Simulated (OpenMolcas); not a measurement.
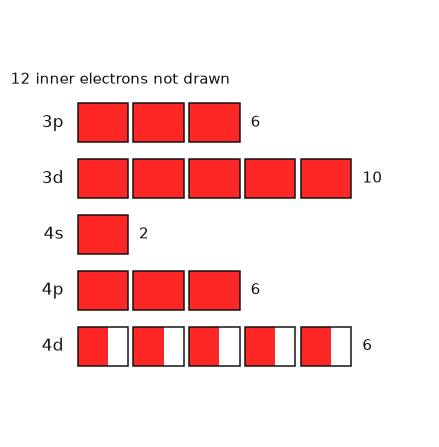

*The outer shells of the leading configuration of the lowest level: a box for each of the 2l + 1 orbitals, shaded by the share of the shell that is filled, with the electron count at the right.*

Multiconfigurational calculation: Rh³⁺ complex (part 1 of 2)

- system: Rh³⁺ with 6 ligands (Cl; octahedron, 2.42 Å), neutralised by 6 outer point charges of +0.5 e, whose field is part of the energies.
- method: state-averaged CASSCF, active space 6 electrons in the shell 4d, basis ANO-RCC-VTZP on the metal and ANO-RCC-VDZP on the ligands, DKH2 scalar Hamiltonian, spin-orbit coupling by RASSI with atomic mean-field integrals (OpenMolcas)

Log (extracts):
```
--- SEWARD ---
Basis set label: RH.ANO-RCC...7S6P4D2F1G.

      Electronic valence basis set:
      ------------------
      Associated Effective Charge  45.000000 au
      Associated Actual Charge     45.000000 au
      Nuclear Model: Point charge

      Shell  nPrim  nBasis  Cartesian Spherical Contaminant
         s      21       7        X
         p      18       6        X
         d      13       4                 X
         f       6       2                 X
         g       4       1                 X
                  Relativistic Douglas-Kroll-Hess integrals:
                    - DKH order of Hamiltonian: 2
                    - DKH order of Properties : 0
                  Atomic mean-field integrals
--- RASSCF ---
Wave function specifications:
      -----------------------------

      Number of closed shell electrons         144
      Number of electrons in active shells       6
      Max number of holes in RAS1 space          0
      Max nr of electrons in RAS3 space          0
      Number of inactive orbitals               72
      Number of active orbitals                  5
      Number of secondary orbitals              99
      Spin quantum number                      2.0
      State symmetry                             1
Orbital specifications:
      -----------------------

      Symmetry species                           1   2
                                                ag  au
      Frozen orbitals                            0   0
      Inactive orbitals                         36  36
      Active orbitals                            5   0
      RAS1 orbitals                              0   0
      RAS2 orbitals                              5   0
      RAS3 orbitals                              0   0
      Secondary orbitals                        49  50
      Deleted orbitals                           0   0
      Number of basis functions                 90  86
      Number of CSFs                             5
      Number of root(s) required                 5
      Iter CI   SX   CI       RASSCF       Energy    max ROT     max BLB   max BLB  Level Ln srch  Step   QN
          iter iter root      energy       change     param      element    value   shift minimum  type update
 Nr of preliminary CI iterations:   1
      Total energies have been shifted. Add                -7000.00 au
        1   1   12    0  -546.24763035    0.00E+00  -8.32E-02   39  45 1  3.07E-01*  1.41   0.00    SX    NO
        2   1   13    0  -546.75413326   -5.07E-01* -8.13E-02   14  44 2  1.18E-01*  1.16   0.00    SX    NO
        3   1   13    0  -546.89451139   -1.40E-01* -5.67E-02   36  39 1  5.28E-02*  1.04   0.00    SX    NO
        4   1   12    0  -546.93207329   -3.76E-02* -3.59E-02   36  39 1  3.34E-02*  0.98   0.00    SX    NO
        5   1   12    0  -546.94458400   -1.25E-02* -4.37E-02   36  39 1  2.26E-02*  0.96   2.50    LS   YES
        6   1   12    0  -546.95173361   -7.15E-03* -2.23E-02   39  45 1 -1.52E-02*  0.93   1.28    QN   YES
        7   1   12    0  -546.95418362   -2.45E-03* -1.67E-02   14  44 2 -7.19E-03*  0.93   1.81    LS   YES
        8   1   11    0  -546.95478352   -6.00E-04* -3.10E-03    7  54 2 -6.24E-03*  0.92   1.08    QN   YES
        9   1   11    0  -546.95521852   -4.35E-04* -1.90E-03   14  42 1 -2.63E-03*  0.92   1.62    LS   YES
       10   1   10    0  -546.95529349   -7.50E-05* -2.16E-03    9  63 1 -3.76E-03*  0.93   1.01    QN   YES
       11   1   10    0  -546.95535004   -5.65E-05* -1.68E-03   36  39 1  9.54E-04*  0.93   1.79    LS   YES
       12   1   10    0  -546.95536363   -1.36E-05*  1.27E-03    7  57 2  1.71E-03*  0.92   1.01    QN   YES
       13   1    9    0  -546.95537292   -9.29E-06* -7.65E-04   30  82 1  3.39E-04*  0.92   1.42    QN   YES
       14   1    8    0  -546.95537638   -3.46E-06*  3.70E-04    6  45 1  2.73E-04*  0.92   1.33    QN   YES
       15   1    8    0  -546.95537712   -7.34E-07*  2.07E-04    9  59 2 -1.53E-04*  0.92   1.40    QN   YES
       16   1    7    0  -546.95537732   -1.97E-07* -9.60E-05   14  42 1  6.33E-05   0.92   1.39    QN   YES
       17   1    7    0  -546.95537737   -5.61E-08*  4.08E-05   14  42 1  3.34E-05   0.92   1.44    QN   YES
       18   1    6    0  -546.95537739   -1.68E-08*  1.08E-05    9  59 2  2.08E-05   0.92   1.35    QN   YES
       19   1    5    0  -546.95537739   -3.59E-09  -2.66E-06    9  46 2 -6.41E-06   0.92   1.33    QN   YES
      Convergence after 19 iterations
       20   1    5    0  -546.95537739   -6.87E-10  -2.66E-06   36  84 2  2.93E-06   0.92   1.33    QN   YES
      Natural orbitals and occupation numbers for root  1
      sym 1:   2.000000   1.000000   1.000000   1.000000   1.000000
      Natural orbitals and occupation numbers for root  2
      sym 1:   2.000000   1.000000   1.000000   1.000000   1.000000
      Natural orbitals and occupation numbers for root  3
      sym 1:   1.000000   2.000000   1.000000   1.000000   1.000000
::    RASSCF root number  1 Total energy:  -7546.98314926
::    RASSCF root number  2 Total energy:  -7546.98314926
::    RASSCF root number  3 Total energy:  -7546.98314926
::    RASSCF root number  4 Total energy:  -7546.91371959
::    RASSCF root number  5 Total energy:  -7546.91371959
--- RASSCF ---
Wave function specifications:
      -----------------------------

      Number of closed shell electrons         144
      Number of electrons in active shells       6
      Max number of holes in RAS1 space          0
      Max nr of electrons in RAS3 space          0
      Number of inactive orbitals               72
      Number of active orbitals                  5
      Number of secondary orbitals              99
      Spin quantum number                      1.0
      State symmetry                             1
Orbital specifications:
      -----------------------

      Symmetry species                           1   2
                                                ag  au
      Frozen orbitals                            0   0
      Inactive orbitals                         36  36
      Active orbitals                            5   0
      RAS1 orbitals                              0   0
      RAS2 orbitals                              5   0
      RAS3 orbitals                              0   0
      Secondary orbitals                        49  50
      Deleted orbitals                           0   0
      Number of basis functions                 90  86
      Number of CSFs                            45
      Number of root(s) required                45
      Iter CI   SX   CI       RASSCF       Energy    max ROT     max BLB   max BLB  Level Ln srch  Step   QN
          iter iter root      energy       change     param      element    value   shift minimum  type update
 Nr of preliminary CI iterations:   1
      Total energies have been shifted. Add                -7000.00 au
        1   1   10    0  -546.84973247    0.00E+00   1.11E-02   38  44 1 -1.24E-02*  0.95   0.00    SX    NO
        2   1   10    0  -546.85137253   -1.64E-03* -8.21E-03   28  39 1  7.80E-03*  0.95   0.00    SX    NO
        3   1   10    0  -546.85223485   -8.62E-04*  5.99E-03   28  39 1  5.68E-03*  0.94   0.00    SX    NO
        4   1   10    0  -546.85271600   -4.81E-04* -4.66E-03   28  39 1  4.21E-03*  0.94   0.00    SX    NO
        5   1   10    0  -546.85299085   -2.75E-04* -6.75E-03   32  38 1 -3.17E-03*  0.94   2.50    LS   YES
        6   1   10    0  -546.85325541   -2.65E-04* -7.66E-03   32  38 1 -1.84E-03*  0.94   2.18    LS   YES
        7   1    9    0  -546.85336483   -1.09E-04*  7.43E-04   30  42 1 -1.33E-03*  0.93   1.04    QN   YES
        8   1    9    0  -546.85337292   -8.10E-06*  1.03E-03   30  42 1 -8.21E-04*  0.93   2.39    LS   YES
        9   1    9    0  -546.85337708   -4.16E-06*  4.73E-04   23  56 2 -7.72E-04*  0.93   1.01    QN   YES
       10   1    8    0  -546.85337976   -2.68E-06*  4.98E-04   28  39 1 -2.28E-04*  0.93   1.23    QN   YES
       11   1    8    0  -546.85338041   -6.43E-07*  4.14E-04   28  39 1 -1.47E-04*  0.93   1.65    QN   YES
       12   1    7    0  -546.85338072   -3.17E-07* -1.42E-04   38  44 1 -5.96E-05   0.93   1.34    QN   YES
       13   1    7    0  -546.85338079   -6.67E-08*  4.59E-05   30  42 1  4.55E-05   0.93   1.36    QN   YES
       14   1    6    0  -546.85338081   -1.49E-08* -1.56E-05   30  42 1  2.67E-05   0.93   1.36    QN   YES
       15   1    5    0  -546.85338081   -3.55E-09   8.06E-06   30  42 1  1.10E-05   0.93   1.39    QN   YES
      Convergence after 15 iterations
       16   1    5    0  -546.85338081   -8.51E-10   8.06E-06   35  44 2  3.27E-06   0.93   1.39    QN   YES
      Natural orbitals and occupation numbers for root  1
      sym 1:   1.969429   1.022650   0.018547   1.969432   1.019942
      Natural orbitals and occupation numbers for root  2
      sym 1:   1.022779   1.969433   1.019803   1.969300   0.018685
      Natural orbitals and occupation numbers for root  3
      sym 1:   1.969297   1.969433   1.019800   1.022781   0.018688
::    RASSCF root number  1 Total energy:  -7546.97891067
::    RASSCF root number  2 Total energy:  -7546.97891067
::    RASSCF root number  3 Total energy:  -7546.97891067
::    RASSCF root number  4 Total energy:  -7546.95992255
::    RASSCF root number  5 Total energy:  -7546.95992255
::    RASSCF root number  6 Total energy:  -7546.95992255
::    RASSCF root number  7 Total energy:  -7546.91748319
::    RASSCF root number  8 Total energy:  -7546.91748319
::    RASSCF root number  9 Total energy:  -7546.91748319
::    RASSCF root number 10 Total energy:  -7546.91233166
::    RASSCF root number 11 Total energy:  -7546.91233166
::    RASSCF root number 12 Total energy:  -7546.91233166
::    RASSCF root number 13 Total energy:  -7546.89789953
::    RASSCF root number 14 Total energy:  -7546.89789953
::    RASSCF root number 15 Total energy:  -7546.89789953
::    RASSCF root number 16 Total energy:  -7546.89579932
::    RASSCF root number 17 Total energy:  -7546.89579932
::    RASSCF root number 18 Total energy:  -7546.89028323
::    RASSCF root number 19 Total energy:  -7546.89028323
::    RASSCF root number 20 Total energy:  -7546.89028323
::    RASSCF root number 21 Total energy:  -7546.85436119
::    RASSCF root number 22 Total energy:  -7546.84543985
::    RASSCF root number 23 Total energy:  -7546.84543985
::    RASSCF root number 24 Total energy:  -7546.84543985
::    RASSCF root number 25 Total energy:  -7546.84380080
::    RASSCF root number 26 Total energy:  -7546.84380080
::    RASSCF root number 27 Total energy:  -7546.82653629
::    RASSCF root number 28 Total energy:  -7546.82653629
::    RASSCF root number 29 Total energy:  -7546.82653629
::    RASSCF root number 30 Total energy:  -7546.82624393
--- RASSCF ---
Wave function specifications:
      -----------------------------

      Number of closed shell electrons         144
      Number of electrons in active shells       6
      Max number of holes in RAS1 space          0
      Max nr of electrons in RAS3 space          0
      Number of inactive orbitals               72
      Number of active orbitals                  5
      Number of secondary orbitals              99
      Spin quantum number                      0.0
      State symmetry                             1
Orbital specifications:
      -----------------------

      Symmetry species                           1   2
                                                ag  au
      Frozen orbitals                            0   0
      Inactive orbitals                         36  36
      Active orbitals                            5   0
      RAS1 orbitals                              0   0
      RAS2 orbitals                              5   0
      RAS3 orbitals                              0   0
      Secondary orbitals                        49  50
      Deleted orbitals                           0   0
      Number of basis functions                 90  86
      Number of CSFs                            50
      Number of root(s) required                50
      Iter CI   SX   CI       RASSCF       Energy    max ROT     max BLB   max BLB  Level Ln srch  Step   QN
          iter iter root      energy       change     param      element    value   shift minimum  type update
 Nr of preliminary CI iterations:   1
      Total energies have been shifted. Add                -7000.00 au
        1   1   10    0  -546.80432497    0.00E+00  -6.68E-03   38  44 1 -6.95E-03*  0.93   0.00    SX    NO
        2   1   10    0  -546.80478114   -4.56E-04*  5.10E-03   38  44 1 -4.62E-03*  0.92   0.00    SX    NO
        3   1   10    0  -546.80502920   -2.48E-04* -4.03E-03   31  38 1 -3.54E-03*  0.92   0.00    SX    NO
        4   1   10    0  -546.80517232   -1.43E-04* -3.20E-03   31  38 1 -2.81E-03*  0.92   0.00    SX    NO
        5   1   10    0  -546.80525696   -8.46E-05* -4.70E-03   31  38 1 -2.24E-03*  0.92   2.50    LS   YES
        6   1    9    0  -546.80534204   -8.51E-05* -6.03E-03   31  38 1 -1.39E-03*  0.92   2.32    LS   YES
        7   1    9    0  -546.80538251   -4.05E-05*  5.92E-04   30  42 1 -7.14E-04*  0.92   1.02    QN   YES
        8   1    8    0  -546.80538624   -3.73E-06*  8.84E-04   30  42 1 -4.60E-04*  0.92   2.50    LS   YES
        9   1    8    0  -546.80538928   -3.03E-06*  5.03E-04   38  44 1  2.55E-04*  0.92   1.50    QN   YES
       10   1    8    0  -546.80539039   -1.11E-06*  2.67E-04   29  39 1 -1.19E-04*  0.92   1.18    QN   YES
       11   1    7    0  -546.80539064   -2.49E-07* -1.84E-04   30  57 1 -9.12E-05   0.92   1.67    QN   YES
       12   1    6    0  -546.80539075   -1.13E-07*  2.15E-05   30  42 1  4.47E-05   0.92   1.17    QN   YES
       13   1    6    0  -546.80539076   -1.09E-08* -1.45E-05   30  42 1  2.36E-05   0.92   1.41    QN   YES
       14   1    5    0  -546.80539076   -2.65E-09  -5.80E-06   30  42 1  8.82E-06   0.92   1.32    QN   YES
      Convergence after 14 iterations
       15   1    5    0  -546.80539076   -5.25E-10  -5.80E-06   30  42 1  2.89E-06   0.92   1.32    QN   YES
      Natural orbitals and occupation numbers for root  1
      sym 1:   1.983875   1.983875   0.024188   1.983875   0.024188
      Natural orbitals and occupation numbers for root  2
      sym 1:   1.987832   1.004007   0.019521   1.989039   0.999601
      Natural orbitals and occupation numbers for root  3
      sym 1:   1.003021   1.988817   1.000587   1.989035   0.018541
::    RASSCF root number  1 Total energy:  -7547.00676821
::    RASSCF root number  2 Total energy:  -7546.95089855
::    RASSCF root number  3 Total energy:  -7546.95089855
::    RASSCF root number  4 Total energy:  -7546.95089855
::    RASSCF root number  5 Total energy:  -7546.91576849
::    RASSCF root number  6 Total energy:  -7546.91576849
::    RASSCF root number  7 Total energy:  -7546.91576849
::    RASSCF root number  8 Total energy:  -7546.88043530
::    RASSCF root number  9 Total energy:  -7546.88043530
::    RASSCF root number 10 Total energy:  -7546.88043530
::    RASSCF root number 11 Total energy:  -7546.87982948
::    RASSCF root number 12 Total energy:  -7546.87982948
::    RASSCF root number 13 Total energy:  -7546.87456461
::    RASSCF root number 14 Total energy:  -7546.85730883
::    RASSCF root number 15 Total energy:  -7546.85730883
::    RASSCF root number 16 Total energy:  -7546.85730883
::    RASSCF root number 17 Total energy:  -7546.85360311
::    RASSCF root number 18 Total energy:  -7546.85276184
::    RASSCF root number 19 Total energy:  -7546.85276184
::    RASSCF root number 20 Total energy:  -7546.85276184
::    RASSCF root number 21 Total energy:  -7546.82230176
::    RASSCF root number 22 Total energy:  -7546.82230176
::    RASSCF root number 23 Total energy:  -7546.81475419
::    RASSCF root number 24 Total energy:  -7546.81475419
::    RASSCF root number 25 Total energy:  -7546.81475419
::    RASSCF root number 26 Total energy:  -7546.79970752
::    RASSCF root number 27 Total energy:  -7546.79970752
::    RASSCF root number 28 Total energy:  -7546.79384131
::    RASSCF root number 29 Total energy:  -7546.79080532
::    RASSCF root number 30 Total energy:  -7546.78453920
```

(Continued in part 2.) Outcome of the run: converged.
